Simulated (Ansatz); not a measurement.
Fields on a plane of WSi2 (MoSi2 type, space group I4/mmm)

```
CELL_PARAMETERS angstrom
     -1.61458     1.61458     3.93362
      1.61458    -1.61458     3.93362
      1.61458     1.61458    -3.93362
ATOMIC_POSITIONS crystal
  W  0.00000 0.00000 0.00000
  Si 0.33458 0.33458 0.00000
  Si 0.66542 0.66542 0.00000
```

The slice is a (001) plane (indices of the conventional cell) through the point (0.000, 0.000, 0.000) (fractional), spanned by u = [101] and v = [011] in vectors of this cell: u (3.23 Å) and v (3.23 Å, at 90° to u). It covers one period; positions are fractions (u, v).

Atoms on it: W at (0.00, 0.00).

The numbers are results of PBE (plane waves to 420 eV, PAW, scalar-relativistic; Ansatz, a first-principles code), not measurements. k mesh 20×20×20. These are valence fields of a PAW run, semicore shells included where kept as valence: close to a nucleus they are smooth pseudo fields. Spin-orbit coupling is left out, though W is heavy. WSi2 is run without spin polarisation. WSi2 was relaxed with its symmetry unable to fall.

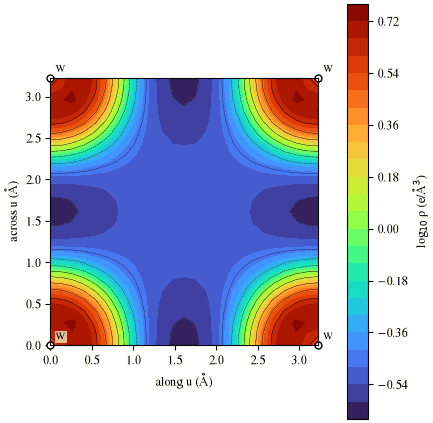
*Log₁₀ of the valence density in e/Å³, one period of the plane, atoms marked. The scale is logarithmic, as a density can span decades between atoms and voids.*

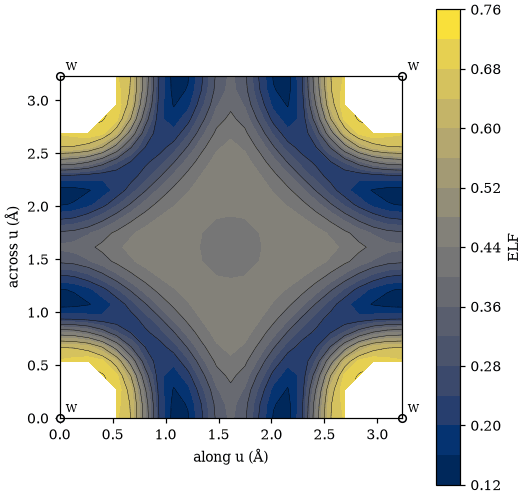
Fig. 1. Electron localisation function (ELF), one period of the plane, atoms marked. Points within 0.5 Å of a nucleus are left white, as the pseudised field means little there.
